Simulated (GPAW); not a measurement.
Consider zinc-blende (AlAs)1-x(InAs)x, x = 0.25.

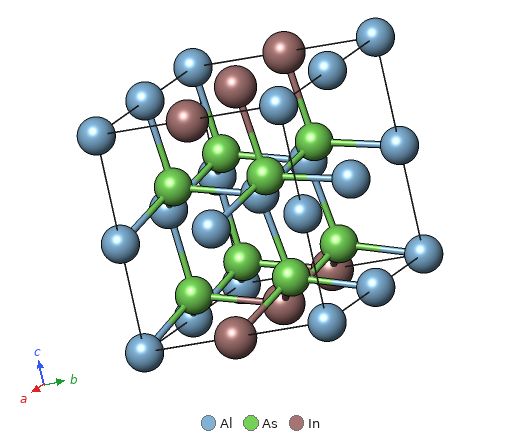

The structure (aluminium light blue, arsenic green, indium brown). Bonds to atoms that aren't drawn are left out. Some periodic images of atoms are drawn too.

```xyz
16
Lattice="0.0000 5.7603 5.7603 5.7603 0.0000 5.7603 5.7603 5.7603 0.0000" Properties=species:S:1:pos:R:3 pbc="T T T"
Al   11.5061   11.5079   11.5176
As    1.3723    1.4820    1.3782
Al    8.6265    8.6266   11.5112
As    4.3003    4.3122    1.4295
In    8.6237    5.7566    2.8879
As    4.4203    1.4439    4.3300
Al    5.7378    8.6285    8.6219
As    7.1258    4.2421    4.3613
Al    0.0157    2.8789    2.8826
As    1.3888    4.3814    4.2675
Al    8.6409    5.7661    8.6353
As    4.3235    7.2040    4.3098
In    8.6294    8.6517    5.7831
As    4.4462    4.3298    7.2120
Al    5.7587    5.7547    5.7381
As    7.1296    7.1339    7.2489
```

Absorber: atom 2, with 3 Al at 2.46 Å and 1 In at 2.59 Å (distorted tetrahedral). Method: GPAW, LDA, excited-electron core hole (neutral cell), 16-atom cell with 8.1 Å between holes, 4×4×4 k points, dipole transitions, Gaussian full width 2.14 eV up to 4 eV, rising linearly to 3.5 eV at 25 eV.

**Question.** What does the As K edge look like?

Main maxima up to 27 eV above the zero (height): 4.2 eV (1.42), 6.4 eV (1.39), 12.8 eV (0.92), 17.0 eV (0.93) and 24.6 eV (1.00). A K edge sees empty p states on the absorber. 

The As K spectrum (energy from the bottom of the conduction band, which holds the excited electron; intensity scaled to a mean of 1 over the first 20 eV):

```
E (eV)  intensity
  -2.0       0.00
  -0.5       0.07
   1.0       0.65
   2.5       1.13
   4.0       1.41
   5.5       1.36
   7.0       1.35
   8.5       1.08
  10.0       0.84
  11.5       0.84
  13.0       0.92
  14.5       0.83
  16.0       0.89
  17.5       0.92
  19.0       0.90
  20.5       0.90
  22.0       0.89
  23.5       0.97
  25.0       0.99
  26.5       0.84
  28.0       0.67
```

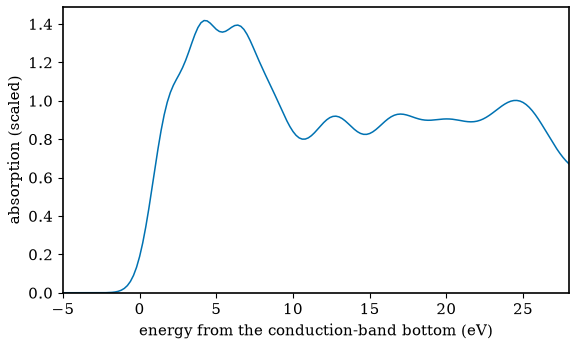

The As K edge.

The script folds with a Gaussian, whereas the core hole's own line is a Lorentzian, so the onset is too steep and the first peak too high. Lifetime broadening is put in by hand, and intensities beyond about 20 eV depend on it and on the partial waves.

[Banner, clock and machine lines of the logs are left out without a mark of their own.]

[Logs are printed without paths, hosts, clocks, repeated set-up lines and the standing remarks that a program may print on its own settings, such as how far it seeks lower states.]

[Hosts, paths, dates, database ids (printed as entryN), source tags and the programs' standing remarks are cut or masked in the printed files.]

[Lists of maxima count a maximum above −3 eV only where it reaches 4 % of the highest in the window and stands out from its surroundings by 2 % of it (1.5 % where it reaches 55 %); shoulders and weaker maxima are passed over, and of the rest the first, up to two pre-edge ones and the few strongest are named.]
